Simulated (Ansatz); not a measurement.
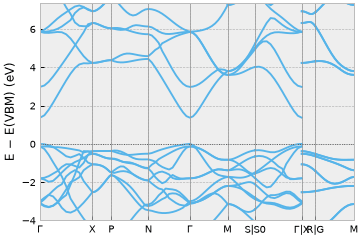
Figure. Band structure from PBEsol in the plane-wave PAW code Ansatz

Q: Read off the gap and where the band edges lie.

A: About 1.4 eV (1.37 eV by a search for the band edges); maximum at Γ, minimum at Γ.

Q: Which compound is it?
A. VBiO4, I4_1/a (Bi on 4a, V on 4b, O on 16f)
B. SnS2, I-42d (Sn on 4a, S on 8d)
C. AlInN2, chalcopyrite

A: C, AlInN2, chalcopyrite

The first step of the workflow began from a Materials Project structure, measured or hypothetical; the Crystallography Open Database copy checked does not list it. Whether it is the stable phase at ambient conditions was not checked. The PBEsol relaxation kept the symmetry of its start; whether a distortion lowers the energy is not shown. Spin–orbit coupling is left out wherever it is not named.

Potentials: the later of the program's two PAW sets.
